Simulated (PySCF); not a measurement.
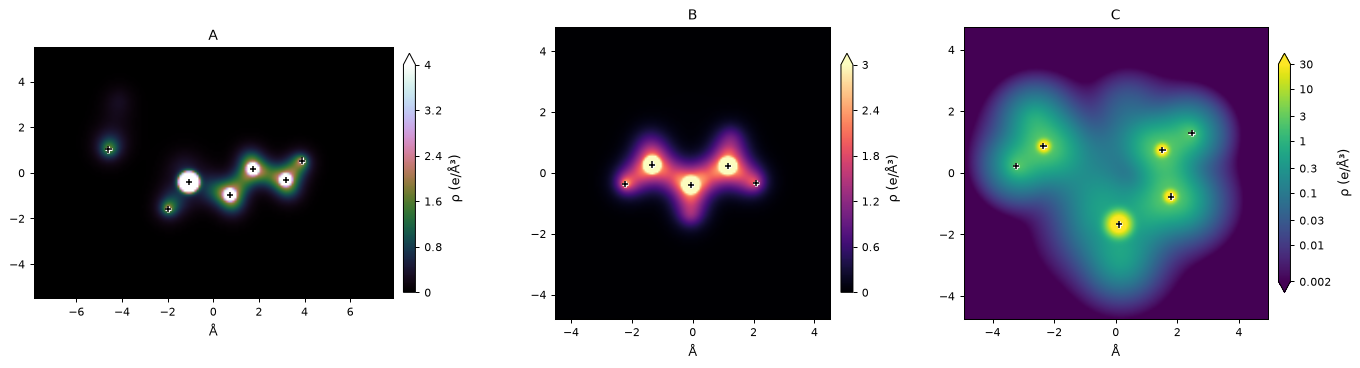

The electron density of 3 systems, each on a plane through atoms (crosses mark nuclei in the plane).

All numbers below come from PySCF 2.14.0, PBE0/pcSseg-1, SCF density, gas phase, non-relativistic.

System 1: C3H14OSi3 (SMILES CCC[SiH2][SiH2]O[SiH3]), the plane of atoms C2, C3 and Si4. Geometry: PBE0-D3(BJ)/def2-SVP.

```csv
atom,x (Å),y (Å),z (Å)
C,-3.6199,-0.0653,-0.6436
C,-2.1514,-0.3335,-0.3512
C,-1.5935,0.5304,0.7799
Si,0.2266,0.2033,1.1849
Si,1.5805,0.5807,-0.7006
O,3.1923,0.4067,-0.3108
Si,4.2667,-0.5809,0.4727
H,-3.9906,-0.6933,-1.4683
H,-4.2448,-0.2702,0.2405
H,-3.7831,0.9875,-0.9250
H,-2.0148,-1.4003,-0.1009
H,-1.5608,-0.1707,-1.2705
H,-2.1822,0.3791,1.7022
H,-1.6978,1.6015,0.5299
H,0.6877,1.0986,2.2941
H,0.4118,-1.2157,1.6348
H,1.3807,1.9685,-1.2192
H,1.2296,-0.3693,-1.8057
H,3.8300,-0.8013,1.8861
H,4.3552,-1.9071,-0.2114
H,5.6048,0.0732,0.4615
```

System 2: C5H11Al, the plane of atoms C1, C2 and C3. Geometry: PBE0-D3(BJ)/def2-SVP.

```csv
atom,x (Å),y (Å),z (Å)
C,1.9018,0.8039,0.1973
C,1.6407,-0.3628,0.8849
C,1.5700,-1.6745,0.2983
Al,0.1603,-0.5271,-0.7015
C,-1.6344,-0.2087,0.0407
C,-2.2179,1.1754,-0.2510
H,2.4546,0.7948,-0.7477
H,1.7668,1.7724,0.6827
H,1.1715,-0.2478,1.8722
H,2.3014,-1.9169,-0.4829
H,1.3262,-2.5055,0.9643
H,0.5731,-0.3659,-2.2262
H,-2.3096,-0.9891,-0.3578
H,-1.6061,-0.3891,1.1307
H,-2.2634,1.3820,-1.3331
H,-3.2427,1.2934,0.1404
H,-1.6086,1.9775,0.1976
```

System 3: C4H13PSi2, the plane of atoms C4, C5 and Si6. Geometry: PBE0-D3(BJ)/def2-SVP.

```yaml
atoms:
  - { symbol: C, position_ang: [-1.2768, -2.5007, -0.5724] }
  - { symbol: Si, position_ang: [-0.9336, -1.3224, 0.8583] }
  - { symbol: C, position_ang: [-1.9339, 0.2973, 0.7138] }
  - { symbol: C, position_ang: [-1.1195, 1.3293, -0.0811] }
  - { symbol: C, position_ang: [0.2860, 1.5211, 0.5064] }
  - { symbol: Si, position_ang: [1.1129, -0.1950, 0.6305] }
  - { symbol: P, position_ang: [1.9252, -0.7191, -1.4242] }
  - { symbol: H, position_ang: [-0.6470, -3.4014, -0.5041] }
  - { symbol: H, position_ang: [-2.3309, -2.8197, -0.5730] }
  - { symbol: H, position_ang: [-1.0628, -2.0109, -1.5352] }
  - { symbol: H, position_ang: [-1.1804, -2.0144, 2.1632] }
  - { symbol: H, position_ang: [-2.1182, 0.6769, 1.7345] }
  - { symbol: H, position_ang: [-2.9232, 0.1260, 0.2583] }
  - { symbol: H, position_ang: [-1.0263, 0.9942, -1.1305] }
  - { symbol: H, position_ang: [-1.6537, 2.2943, -0.1219] }
  - { symbol: H, position_ang: [0.2187, 1.9425, 1.5253] }
  - { symbol: H, position_ang: [0.8819, 2.2298, -0.0910] }
  - { symbol: H, position_ang: [2.1373, -0.2721, 1.7188] }
  - { symbol: H, position_ang: [2.4282, -1.9983, -1.0344] }
  - { symbol: H, position_ang: [3.1858, -0.0631, -1.2668] }
```

Question: Match each panel to its system.

Answer: Panel A is system 1, C3H14OSi3: the plane holds C, Si and H. C–C (1.52 Å): ρ at the midpoint is about 1.6 e/Å³. Panel B is system 2, C5H11Al: the plane holds C and H. C–C (1.38 Å): the density is about 2.1 e/Å³ at the midpoint. Panel C is system 3, C4H13PSi2: the plane holds C, Si and H. C–C (1.54 Å): the density is about 1.6 e/Å³ at the midpoint.
